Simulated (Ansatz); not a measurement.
# Tantalum, A15 under BLYP: structure and ground-state energy

Aim: take tantalum in the A15 structure, relax it, then solve it on a dense k-mesh. Spin polarisation is left out. The k-meshes are 5×5×5 for the relaxation; 6×6×6 for the dense run.

Program: Ansatz 0.2.0. Level of theory: DFT BLYP, plane waves (420 eV) with PAW, scalar-relativistic; the PAW data stem from PBE, with regenerated cores. These are calculated values, not measurements.

**1. The structure to begin with**

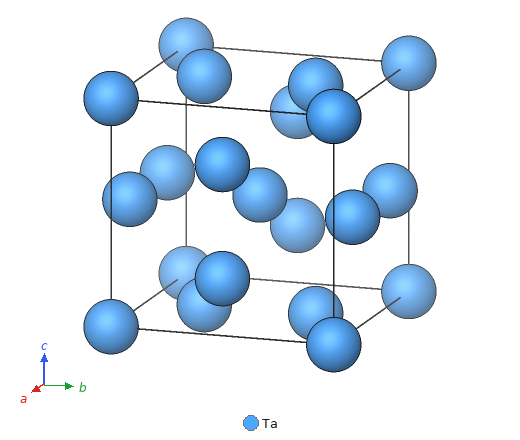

The structure, seen slightly off an axis (tantalum blue). Any atoms on the faces are drawn again on the opposite ones.

Structure file:

```
CELL_PARAMETERS angstrom
5.24763 0.00000 0.00000
0.00000 5.24763 0.00000
0.00000 0.00000 5.24763
ATOMIC_POSITIONS crystal
Ta 0.00000 0.00000 0.00000
Ta 0.50000 0.50000 0.50000
Ta 0.25000 0.00000 0.50000
Ta 0.75000 0.00000 0.50000
Ta 0.50000 0.25000 0.00000
Ta 0.50000 0.75000 0.00000
Ta 0.00000 0.50000 0.25000
Ta 0.00000 0.50000 0.75000
```

**2. Relaxing cell and atoms**

input.yaml

```yaml
crystal:
  lattice:
    - [5.2476303976, 0.0, 0.0]
    - [0.0, 5.2476303976, 0.0]
    - [0.0, 0.0, 5.2476303976]
  atoms:
    - { symbol: Ta, position: [0.0, 0.0, 0.0] }
    - { symbol: Ta, position: [0.5, 0.5, 0.5] }
    - { symbol: Ta, position: [0.25, 0.0, 0.5] }
    - { symbol: Ta, position: [0.75, 0.0, 0.5] }
    - { symbol: Ta, position: [0.5, 0.25, 0.0] }
    - { symbol: Ta, position: [0.5, 0.75, 0.0] }
    - { symbol: Ta, position: [0.0, 0.5, 0.25] }
    - { symbol: Ta, position: [0.0, 0.5, 0.75] }
hamiltonian:
  xc: blyp
  pseudopotentials:
    kind: paw
    azcp:
      Ta: "pseudopotentials/Ta.paw.azcp"
basis:
  ecutwfc: 420
  fft_grid_basis: typed
kpoints:
  mp_grid: { grid: [5, 5, 5], shift: [0, 0, 0] }
magnetization:
  spin_polarized: false
scf:
  occupations: { method: fermi_dirac, width: 0.1 }
relax:
  max_steps: 60
  f_tol: 0.01
  cell: {}
```

The run is started by

```bash
$ ansatz run input.yaml --threads 4 --pin off --max-ram 8192MiB --backend cpu --events-out ev --progress --plain --runs-dir out
```

Log:

```text
Warning: RAYON_NUM_THREADS=4 ignored (pool sized by the plan → 4); use --threads N
Engine: ansatz 0.2.0, aarch64-unknown-linux-gnu
Pseudopotentials: kind: paw
Pseudopotential: Ta, paw, valence charge 13, recommended cutoff 420 eV (normal), <dir>
Functional definition: BLYP
  parameter beta = 0.0042
  parameter a = 0.04918
  parameter b = 0.132
  parameter c = 0.2533
  parameter d = 0.349
  exchange = b88_x(beta = beta)
  correlation = lyp_c(a = a, b = b, c = c, d = d)
Crystal: 8 atoms, lattice volume = 144.507 Å³
Basis set: ecut = 420 eV, 2801 PW (Γ), exchange–correlation on 72×72×72 points (8 copies of the dense FFT grid, shifted against one another)
Bands: 63, of which v1, the nominal top of the filled ones, is band 52 counted from 1 (51 counted from 0)
Symmetry: 48 space group operations
Space group: Pm-3n (ITA 223), of the structure as read, at distance tolerance 5.2e-5 Å
k-points: 10 of 125
Non-local potential: Ta, projectors of the file, l = 0: 3, l = 1: 2, l = 2: 2, l = 3: 1
PAW form: soft (Blöchl's): semilocal exchange-correlation on the pseudo side does not see the compensation charge
PAW frozen core: Ta, regenerated for the run's functional, and the local potential with it (the file was generated under x = pbe(κ = 0.804, μ = 0.2195149727645171), c = pbe(β = 0.06672455060314922))
PAW one-centre angular grid: Ta, 590 points (default); XC on 64 Gauss nodes
Initial density: superposition of atomic densities (neutral atoms: chi_scale 0, normalization atom), corrected by the library's trained network
Initial wavefunctions: pseudopotential atomic-orbital guess
Functional: x = b88, c = lyp
SCF iter   1: F=—  HF=-79648.379231 eV  |F-HF|=—  |Δ(HF+E_count)|=         —  Δρ=6.88e-3  dr2=6.90e-2  ethr=1.77e-3  ⟨swp⟩=5.3  Hψ=2415  notcnv=0
preconditioner: auto → Kerker (q_TF=auto, 2.583 Å⁻¹)  [metal: Δε(μ)=0.062 eV  Ē_g=4.032 eV  σ=0.100 eV  W_gap=0.15  n_scr=32 (ndim 8)  ℏωp=19.5 eV  f_vac=0.000  D(μ)=8.95/eV (n_scr^D=80)]
SCF iter   2: F=—  HF=-79648.370189 eV  |F-HF|=—  |Δ(HF+E_count)|=   9.04e-3  Δρ=4.15e-3  dr2=2.46e-2  ethr=6.63e-5  ⟨swp⟩=1.4  Hψ=737  notcnv=0
SCF iter   3: F=—  HF=-79648.367566 eV  |F-HF|=—  |Δ(HF+E_count)|=   2.62e-3  Δρ=6.38e-4  dr2=5.37e-4  ethr=2.36e-5  ⟨swp⟩=3.0  Hψ=1182  notcnv=0
SCF iter   4: F=—  HF=-79648.367579 eV  |F-HF|=—  |Δ(HF+E_count)|=   1.30e-5  Δρ=8.81e-5  dr2=8.25e-6  ethr=5.16e-7  ⟨swp⟩=3.0  Hψ=1354  notcnv=0
SCF iter   5: F=—  HF=-79648.367651 eV  |F-HF|=—  |Δ(HF+E_count)|=   7.26e-5  Δρ=1.89e-5  dr2=3.81e-7  ethr=7.93e-9  ⟨swp⟩=2.7  Hψ=1238  notcnv=0
SCF iter   6: F=-79648.367652 eV  HF=-79648.367652 eV  |F-HF|=1.40e-9  |Δ(HF+E_count)|=   2.41e-7  Δρ=2.96e-6  dr2=1.10e-8  ethr=9.62e-11  ⟨swp⟩=4.0  Hψ=1951  notcnv=0
SCF 1 converged in 6 iterations: F = -79648.367652 eV  dr2 = 1.10e-8
relax step   1: F+E_penalty+E_count = -79648.36765172 eV  Δ(F+E_penalty+E_count) = +0.000e0 eV  max|allowed force component| = 3.144e-18 eV/Å  Δτ_max = 0.0000 Å  P = +13.376 GPa  Ω = 144.507 Å³  (6 SCF iters, dr2 threshold 1.00e-7 eV, accepted)
Crystal: 8 atoms, lattice volume = 166.689 Å³
Basis set: ecut = 420 eV, 3239 PW (Γ), exchange–correlation on 72×72×72 points (8 copies of the dense FFT grid, shifted against one another)
Initial density: handed on by an earlier stage of this run
Initial wavefunctions: those handed on with the density
iter 1 solved again at ethr=2.51e-5 eV; its pass at ethr=3.10e-3 eV (dr2=2.61e-2 eV) is discarded
SCF iter   1: F=—  HF=-79648.240616 eV  |F-HF|=—  |Δ(HF+E_count)|=         —  Δρ=4.44e-3  dr2=2.57e-2  ethr=2.51e-5  ⟨swp⟩=1.2  Hψ=3446  notcnv=0
preconditioner: auto → Kerker (q_TF=auto, 2.522 Å⁻¹)  [metal: Δε(μ)=0.090 eV  Ē_g=3.564 eV  σ=0.100 eV  W_gap=0.22  n_scr=32 (ndim 8)  ℏωp=18.2 eV  f_vac=0.000  D(μ)=8.23/eV (n_scr^D=80)]
SCF iter   2: F=—  HF=-79648.242837 eV  |F-HF|=—  |Δ(HF+E_count)|=   2.22e-3  Δρ=2.46e-3  dr2=7.77e-3  ethr=2.47e-5  ⟨swp⟩=2.5  Hψ=811  notcnv=0
SCF iter   3: F=—  HF=-79648.243338 eV  |F-HF|=—  |Δ(HF+E_count)|=   5.01e-4  Δρ=2.54e-4  dr2=7.47e-5  ethr=7.47e-6  ⟨swp⟩=2.0  Hψ=837  notcnv=0
SCF iter   4: F=—  HF=-79648.243308 eV  |F-HF|=—  |Δ(HF+E_count)|=   2.99e-5  Δρ=4.16e-5  dr2=2.08e-6  ethr=7.18e-8  ⟨swp⟩=3.0  Hψ=1267  notcnv=0
iter 5 did not close the SCF: its close was put off for the readings that it lacked (scf_convergence_deferred on its scf_iter line)
SCF iter   5: F=-79648.243310 eV  HF=-79648.243310 eV  |F-HF|=7.07e-8  |Δ(HF+E_count)|=   1.59e-6  Δρ=1.03e-5  dr2=1.45e-7  ethr=2.00e-9  ⟨swp⟩=2.0  Hψ=838  notcnv=0
SCF iter   6: F=-79648.243310 eV  HF=-79648.243310 eV  |F-HF|=1.89e-10  |Δ(HF+E_count)|=   9.68e-8  Δρ=1.13e-6  dr2=2.29e-9  ethr=1.40e-10  ⟨swp⟩=2.0  Hψ=1955  notcnv=0
SCF 2 converged in 6 iterations: F = -79648.243310 eV  dr2 = 2.29e-9
relax step   2: F+E_penalty+E_count = -79648.24331014 eV  Δ(F+E_penalty+E_count) = +1.243e-1 eV  max|allowed force component| = 4.481e-18 eV/Å  Δτ_max = 0.0000 Å  P = -12.113 GPa  Ω = 166.689 Å³  energy of the carried Pulay correction = -5.593e-3 eV  (6 SCF iters, dr2 threshold 8.00e-7 eV, rejected (line search))
Crystal: 8 atoms, lattice volume = 155.055 Å³
Basis set: ecut = 420 eV, 2969 PW (Γ), exchange–correlation on 72×72×72 points (8 copies of the dense FFT grid, shifted against one another)
iter 1 solved again at ethr=5.77e-6 eV; its pass at ethr=3.10e-3 eV (dr2=6.00e-3 eV) is discarded
SCF iter   1: F=—  HF=-79648.745365 eV  |F-HF|=—  |Δ(HF+E_count)|=         —  Δρ=2.08e-3  dr2=4.19e-3  ethr=5.77e-6  ⟨swp⟩=2.4  Hψ=3491  notcnv=0
preconditioner: auto → Kerker (q_TF=auto, 2.553 Å⁻¹)  [metal: Δε(μ)=0.055 eV  Ē_g=3.793 eV  σ=0.100 eV  W_gap=0.13  n_scr=32 (ndim 8)  ℏωp=18.9 eV  f_vac=0.000  D(μ)=8.49/eV (n_scr^D=80)]
SCF iter   2: F=—  HF=-79648.746391 eV  |F-HF|=—  |Δ(HF+E_count)|=   1.03e-3  Δρ=1.16e-3  dr2=1.27e-3  ethr=4.03e-6  ⟨swp⟩=2.3  Hψ=787  notcnv=0
SCF iter   3: F=—  HF=-79648.746740 eV  |F-HF|=—  |Δ(HF+E_count)|=   3.49e-4  Δρ=1.23e-4  dr2=1.28e-5  ethr=1.22e-6  ⟨swp⟩=2.0  Hψ=837  notcnv=0
SCF iter   4: F=—  HF=-79648.746853 eV  |F-HF|=—  |Δ(HF+E_count)|=   1.12e-4  Δρ=2.09e-5  dr2=4.89e-7  ethr=1.23e-8  ⟨swp⟩=2.6  Hψ=1177  notcnv=0
SCF iter   5: F=—  HF=-79648.746855 eV  |F-HF|=—  |Δ(HF+E_count)|=   2.68e-6  Δρ=4.72e-6  dr2=3.35e-8  ethr=4.70e-10  ⟨swp⟩=2.0  Hψ=837  notcnv=0
SCF iter   6: F=—  HF=-79648.746855 eV  |F-HF|=—  |Δ(HF+E_count)|=   7.32e-9  Δρ=5.43e-7  dr2=4.27e-10  ethr=3.22e-11  ⟨swp⟩=2.6  Hψ=1179  notcnv=0
SCF iter   7: F=-79648.746855 eV  HF=-79648.746855 eV  |F-HF|=1.46e-11  |Δ(HF+E_count)|=  2.91e-11  Δρ=1.65e-7  dr2=4.53e-11  ethr=1.00e-12  ⟨swp⟩=4.4  Hψ=1974  notcnv=0
SCF 3 converged in 7 iterations: F = -79648.746855 eV  dr2 = 4.53e-11
relax step   3: F+E_penalty+E_count = -79648.74685523 eV  Δ(F+E_penalty+E_count) = -3.792e-1 eV  max|allowed force component| = 1.214e-17 eV/Å  Δτ_max = 0.0000 Å  P = -0.981 GPa  Ω = 155.055 Å³  energy of the carried Pulay correction = -2.762e-3 eV  (7 SCF iters, accepted)
Crystal: 8 atoms, lattice volume = 154.205 Å³
iter 1 solved again at ethr=5.89e-8 eV; its pass at ethr=3.10e-3 eV (dr2=6.12e-5 eV) is discarded
SCF iter   1: F=—  HF=-79648.749562 eV  |F-HF|=—  |Δ(HF+E_count)|=         —  Δρ=1.70e-4  dr2=3.25e-5  ethr=5.89e-8  ⟨swp⟩=3.0  Hψ=3056  notcnv=0
preconditioner: auto → Kerker (q_TF=auto, 2.555 Å⁻¹)  [metal: Δε(μ)=0.061 eV  Ē_g=3.819 eV  σ=0.100 eV  W_gap=0.15  n_scr=32 (ndim 8)  ℏωp=18.9 eV  f_vac=0.000  D(μ)=8.41/eV (n_scr^D=80)]
SCF iter   2: F=—  HF=-79648.749666 eV  |F-HF|=—  |Δ(HF+E_count)|=   1.04e-4  Δρ=9.59e-5  dr2=1.04e-5  ethr=3.13e-8  ⟨swp⟩=2.1  Hψ=820  notcnv=0
iter 3 did not close the SCF: its close was put off for the readings that it lacked (scf_convergence_deferred on its scf_iter line)
SCF iter   3: F=-79648.749667 eV  HF=-79648.749667 eV  |F-HF|=6.44e-8  |Δ(HF+E_count)|=   9.49e-7  Δρ=8.37e-6  dr2=6.19e-8  ethr=9.99e-9  ⟨swp⟩=3.0  Hψ=1345  notcnv=0
iter 4 did not close the SCF: its close was put off for the readings that it lacked (scf_convergence_deferred on its scf_iter line)
SCF iter   4: F=-79648.749667 eV  HF=-79648.749667 eV  |F-HF|=2.53e-9  |Δ(HF+E_count)|=   7.97e-8  Δρ=1.53e-6  dr2=2.12e-9  ethr=5.95e-11  ⟨swp⟩=2.0  Hψ=847  notcnv=0
iter 5 did not close the SCF: its close was put off for the readings that it lacked (scf_convergence_deferred on its scf_iter line)
SCF iter   5: F=-79648.749667 eV  HF=-79648.749667 eV  |F-HF|=0.00e0  |Δ(HF+E_count)|=   3.03e-9  Δρ=3.62e-7  dr2=1.76e-10  ethr=2.04e-12  ⟨swp⟩=2.0  Hψ=849  notcnv=0
SCF iter   6: F=-79648.749667 eV  HF=-79648.749667 eV  |F-HF|=2.91e-11  |Δ(HF+E_count)|=  4.37e-11  Δρ=5.10e-8  dr2=3.05e-12  ethr=1.00e-12  ⟨swp⟩=1.0  Hψ=1507  notcnv=0
SCF 4 converged in 6 iterations: F = -79648.749667 eV  dr2 = 3.05e-12
relax step   4: F+E_penalty+E_count = -79648.74966723 eV  Δ(F+E_penalty+E_count) = -2.812e-3 eV  max|allowed force component| = 6.180e-18 eV/Å  Δτ_max = 0.0000 Å  P = +0.008 GPa  Ω = 154.205 Å³  energy of the carried Pulay correction = -2.547e-3 eV  (6 SCF iters, dr2 threshold 8.00e-7 eV, accepted)
Initial wavefunctions: pseudopotential atomic-orbital guess (no wavefunctions were taken with the density)
iter 1 solved again at ethr=1.18e-7 eV; its pass at ethr=3.10e-3 eV (dr2=1.23e-4 eV) is discarded
SCF iter   1: F=—  HF=-79648.750003 eV  |F-HF|=—  |Δ(HF+E_count)|=         —  Δρ=4.28e-4  dr2=7.80e-6  ethr=1.18e-7  ⟨swp⟩=3.2  Hψ=3896  notcnv=0
preconditioner: auto → Kerker (q_TF=auto, 2.555 Å⁻¹)  [metal: Δε(μ)=0.062 eV  Ē_g=3.819 eV  σ=0.100 eV  W_gap=0.15  n_scr=32 (ndim 8)  ℏωp=18.9 eV  f_vac=0.000  D(μ)=8.40/eV (n_scr^D=80)]
SCF iter   2: F=—  HF=-79648.752239 eV  |F-HF|=—  |Δ(HF+E_count)|=   2.24e-3  Δρ=2.18e-4  dr2=2.07e-6  ethr=7.50e-9  ⟨swp⟩=1.0  Hψ=630  notcnv=0
SCF iter   3: F=—  HF=-79648.752970 eV  |F-HF|=—  |Δ(HF+E_count)|=   7.31e-4  Δρ=1.93e-6  dr2=9.78e-10  ethr=1.99e-9  ⟨swp⟩=1.0  Hψ=630  notcnv=0
SCF iter   4: F=—  HF=-79648.752970 eV  |F-HF|=—  |Δ(HF+E_count)|=   6.45e-9  Δρ=6.94e-7  dr2=9.79e-11  ethr=1.00e-12  ⟨swp⟩=3.0  Hψ=1412  notcnv=0
iter 5 did not close the SCF: its close was put off for the readings that it lacked (scf_convergence_deferred on its scf_iter line)
SCF iter   5: F=-79648.752970 eV  HF=-79648.752970 eV  |F-HF|=5.82e-11  |Δ(HF+E_count)|=   4.06e-9  Δρ=6.90e-8  dr2=4.40e-12  ethr=1.00e-12  ⟨swp⟩=1.0  Hψ=630  notcnv=0
iter 6 did not close the SCF: its close was put off for the readings that it lacked (scf_convergence_deferred on its scf_iter line)
SCF iter   6: F=-79648.752970 eV  HF=-79648.752970 eV  |F-HF|=0.00e0  |Δ(HF+E_count)|=  4.37e-11  Δρ=1.46e-8  dr2=2.18e-13  ethr=1.00e-12  ⟨swp⟩=1.0  Hψ=630  notcnv=0
iter 7 did not close the SCF: its close was put off for the readings that it lacked (scf_convergence_deferred on its scf_iter line)
SCF iter   7: F=-79648.752970 eV  HF=-79648.752970 eV  |F-HF|=2.91e-11  |Δ(HF+E_count)|=  4.37e-11  Δρ=4.75e-9  dr2=3.67e-14  ethr=1.00e-12  ⟨swp⟩=1.0  Hψ=630  notcnv=0
iter 8 did not close the SCF: its close was put off for the readings that it lacked (scf_convergence_deferred on its scf_iter line)
SCF iter   8: F=-79648.752970 eV  HF=-79648.752970 eV  |F-HF|=1.46e-11  |Δ(HF+E_count)|=  1.46e-11  Δρ=7.67e-10  dr2=7.76e-16  ethr=1.00e-12  ⟨swp⟩=1.0  Hψ=630  notcnv=0
SCF iter   9: F=-79648.752970 eV  HF=-79648.752970 eV  |F-HF|=5.82e-11  |Δ(HF+E_count)|=  5.82e-11  Δρ=3.25e-10  dr2=2.52e-16  ethr=1.00e-12  ⟨swp⟩=1.0  Hψ=1300  notcnv=0
SCF 5 converged in 9 iterations: F = -79648.752970 eV  dr2 = 2.52e-16
relax step   5: F+E_penalty+E_count = -79648.75297047 eV  Δ(F+E_penalty+E_count) = -3.303e-3 eV  max|allowed force component| = 6.677e-18 eV/Å  Δτ_max = 0.0000 Å  P = +0.031 GPa  Ω = 154.205 Å³  stress off target by 3.15e-2 GPa  SCF on the basis re-selected at this cell (its energy is not comparable with the rows above)  (9 SCF iters)
basis re-selected at this cell: Δ(F+E_penalty+E_count) = -3.303e-3 eV, ΔP = +0.024 GPa vs the last step (what re-selecting the basis moved, of the pressure what is left beyond the Pulay correction that the steps carried, after the strain that the cell walked since its last selection, with what the two solves' SCF thresholds leave and, on support functions, any second-order correction that the steps lacked; it is no measure of the basis error at this ecutwfc). This SCF's stress stands 3.15e-2 GPa from its target on what of the cell is left free (relax.cell.stress_tol is 5.00e-2 GPa) and its largest allowed force component is 6.68e-18 eV/Å (relax.f_tol is 1.00e-2 eV/Å): within both
SCF converged after 9 iterations
Free energy (F): -79648.752970 eV
Harris-Foulkes:  -79648.752970 eV  (|F-HF|=5.82e-11)
Internal energy: -79648.466063 eV  (E = F + TS)
E sigma→0 (E₀):  -79648.609517 eV
Entropy (-TS):   -0.286907 eV (-35.863 meV/atom)
Fermi energy:    17.838402 eV
--- Per-component energies (eV) ---
  E_band       = -933.244013
  E_kinetic    = 2916.676756
  E_local      = -4750.189881  (includes V_loc(G=0)·N_el)
  E_nonlocal   = 112.565902
  E_hartree    = 1637.953341
  E_xc         = -1714.803217
  E_vxc        = -1592.049721  (∫ρ·V_xc dr)
  E_paw        = -67390.535914  (= ΣΔE_a)
  E_vpaw       = -896.155221  (= ΣTr[D̂ρ^β])
  E_aug_tail   = 0.001468  (compensation charges beyond the density's cutoff)
  E_ewald      = -10462.012049
  E_core_change = 1.877530  (= ΣΔE_core)
  E_smearing   = -0.286907  (= −TS)
  E_closure    = 0.000000  (closes the sum)
  Σ components = -79648.752970   (vs F -79648.752970, Δ=0.00e0)
--- Forces (eV/Å), atoms counted from 1 ---
  atom   1  Ta     0.00000000    -0.00000000    -0.00000000
  atom   2  Ta     0.00000000     0.00000000    -0.00000000
  atom   3  Ta     0.00000000    -0.00000000     0.00000000
  atom   4  Ta     0.00000000     0.00000000    -0.00000000
  atom   5  Ta     0.00000000     0.00000000    -0.00000000
  atom   6  Ta    -0.00000000    -0.00000000     0.00000000
  atom   7  Ta    -0.00000000    -0.00000000    -0.00000000
  atom   8  Ta     0.00000000    -0.00000000     0.00000000
  max |Σ_I F_I| component: 5.78e-18 eV/Å
--- Stress (GPa, compression-positive) ---
        0.031458      -0.000000       0.000000
       -0.000000       0.031458       0.000000
        0.000000       0.000000       0.031458
  P = ⅓ Tr σ = 0.0315 GPa (0.315 kbar)
--- Relaxed structure (4 steps of the walk, 3 accepted, 1 SCFs on fresh bases) ---
  F+E_penalty+E_count = -79648.75297047 eV   max|allowed force component| = 6.677e-18 eV/Å   (the final SCF, on the basis selected at the relaxed cell)
  cell:  # Å, volume = 154.2048 Å³
    - [5.362483577210743, 4.81482486096809e-34, 9.950638046000717e-34]
    - [-3.209883240645393e-35, 5.362483577210743, 0.0]
    - [4.81482486096809e-34, 0.0, 5.362483577210743]
  atoms:
    - { symbol: Ta, position: [2.240047910691079e-36, -1.5157657529009629e-37, -1.5351795014602864e-36] }
    - { symbol: Ta, position: [0.5, 0.5, 0.5] }
    - { symbol: Ta, position: [0.25, 3.597591612833563e-35, 0.5] }
    - { symbol: Ta, position: [0.7500000000000001, -3.742597380918966e-35, 0.5] }
    - { symbol: Ta, position: [0.5, 0.25, -1.5351795014602857e-36] }
    - { symbol: Ta, position: [0.5, 0.7500000000000001, -1.5351795014602857e-36] }
    - { symbol: Ta, position: [5.3701415245634145e-36, 0.5, 0.25] }
    - { symbol: Ta, position: [5.370141524563409e-36, 0.5, 0.7500000000000001] }
```

It took 7.8 s on 4 threads of Arm Neoverse V1, shared host; peak memory 0.54 GiB.

The steps of the relaxation:

```csv
step,energy change (meV/atom),largest force (eV/Å),pressure (GPa),volume (Å³/atom),accepted
1,0.00,0.0000,13.38,18.063,yes
2,15.54,0.0000,-12.11,20.836,no
3,-47.40,0.0000,-0.98,19.382,yes
4,-47.75,0.0000,0.01,19.276,yes
5,-48.16,0.0000,0.03,19.276,yes
```

Steps that repeat a cell are solved on a basis chosen anew, so their changes of energy are no gain of the relaxation.

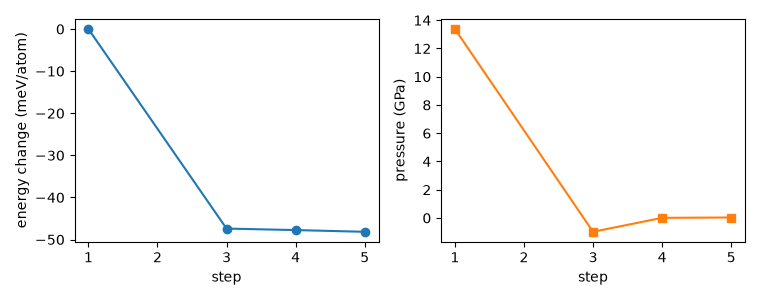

Energy and pressure over the accepted steps.

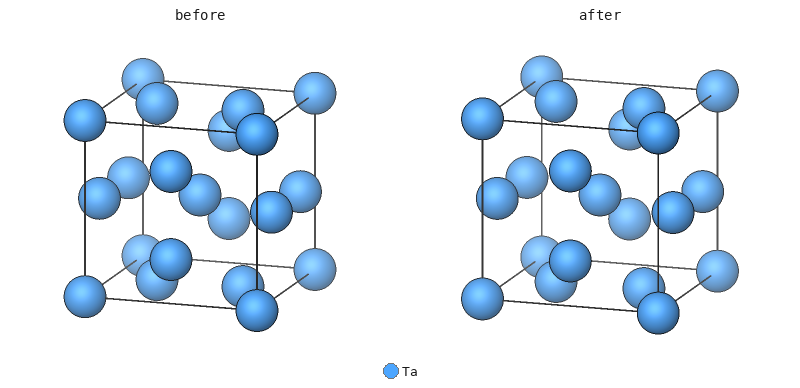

Start and end of the relaxation side by side. The cells drawn are those of the first picture.

The cell of the run, before and after:

|  | before | after | change |
| --- | --- | --- | --- |
| a (Å) | 5.248 | 5.362 | +2.2 % |
| b (Å) | 5.248 | 5.362 | +2.2 % |
| c (Å) | 5.248 | 5.362 | +2.2 % |
| volume (Å³/atom) | 18.063 | 19.276 | +6.7 % |
| shortest distance (Å) | 2.624 | 2.681 | +2.2 % |
| space group (spins left aside) | Pm-3n | Pm-3n | same |

[end of part 1 of 2]
